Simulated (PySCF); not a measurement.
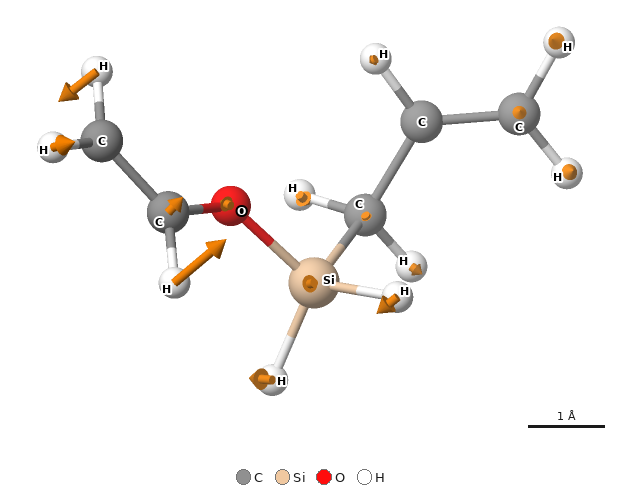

A relaxation of C5H10OSi. The starting structure is drawn; orange arrows show the displacements, at their true length. The two geometries are superimposed by the best rigid fit.

Style: ball-and-stick. Shown from a free direction.

The start comes from GFN2-xTB. Its atoms were then displaced at random by about 0.01 Å.

Method: PBE0-D3(BJ)/def2-SVP geometry optimisation, gas phase (PySCF). 

Which element moves most?

Hydrogen: up to 0.93 Å, against 0.29 Å for carbon.

Describe the change and its energy.

An H atom moves most after the best rigid fit: 0.93 Å. Largest moves by element: H 0.93 Å, C 0.29 Å, Si 0.27 Å, O 0.22 Å. Near-neighbour distances that change, for instance: O–Si 1.595 → 1.680 Å, C–Si 1.940 → 1.875 Å, H–Si 1.441 → 1.495 Å, C–C 1.291 → 1.335 Å. Among the angles between lasting bonds that change: Si–O–C 130.9° → 127.5°, O–Si–H 111.8° → 108.6°, O–Si–H 112.9° → 109.9°. Groups turn about O–Si by about 30°. Over 18 geometry steps the energy falls by 36.6 kJ/mol. Cost: 3.3 min on 1 thread of Arm Neoverse V1, with other jobs on the host.
